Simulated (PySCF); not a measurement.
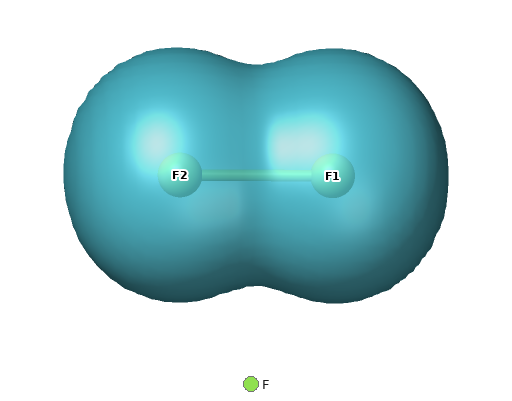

Figure. F2. Isosurface of the electron density at 0.1 e/Å³ (cyan), seen from one side.

Theory: PySCF, PBE0/def2-TZVPPD, non-relativistic Hamiltonian with scalar-relativistic core potentials where named, at a bond length of 1.376 Å.

What does this surface tell about the bonding?

At this value the surface is in one piece. It bridges the sampled F–F (1.38 Å) contact, where the density stays above the isovalue. On the grid the lowest density along these lines, outside the cores, is 2.1 e/Å³ (F–F, 1.38 Å).
